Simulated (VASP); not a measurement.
Band structure of PdIn (CsCl type). Computed with revPBE GGA, VASP's PBE PAW potentials (set 64) (plane waves; VASP).

Unless said otherwise, spin-orbit coupling is left out, though it shifts the bands of the heavy elements here.

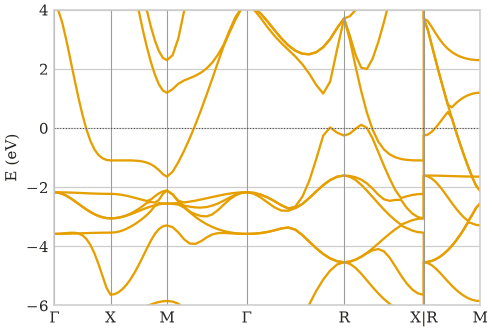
Fig. 1. Bands along high-symmetry lines, zero at the valence-band maximum or, without a gap, the Fermi level

Task: Read the plot: is there a gap, and where are the band edges?

Result: It has no gap at this level: it comes out as a metal or semimetal. (Edges off the drawn lines would not show.)

The compound is PdIn in the CsCl type structure. It was relaxed first, which changed the volume by +8 %. The electron count is odd and the run is not spin-polarised, which forces a metal.
